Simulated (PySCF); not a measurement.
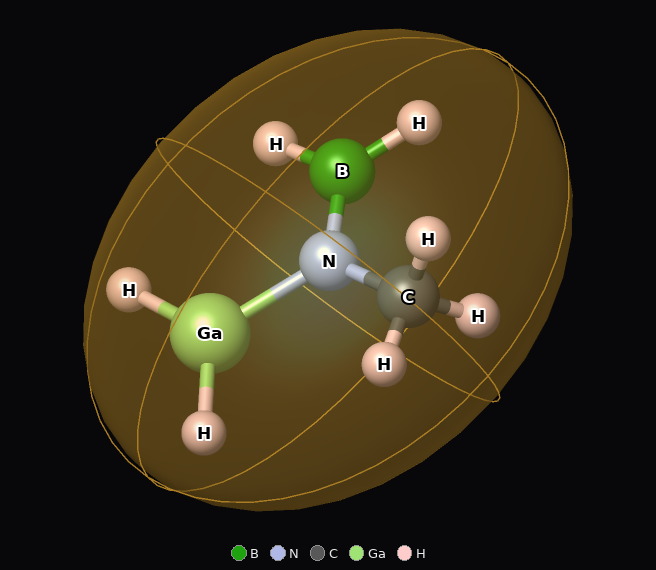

The ellipsoid shows the static dipole polarisability: its half-axes are proportional to the principal values. The computed structure is the end point of a PBE0-D3(BJ)/def2-SVP optimisation. No frequency run is at hand to confirm it as a minimum. Computed with PBE0/def2-SVP (PySCF 2.14.0).

Question: How large and how anisotropic is the polarisability?

Answer: Principal values 38.8, 63.6, 70.8 bohr³; mean 57.7 bohr³ (8.55 Å³); anisotropy 29.1 bohr³, so the longest axis is 1.83 times the shortest.
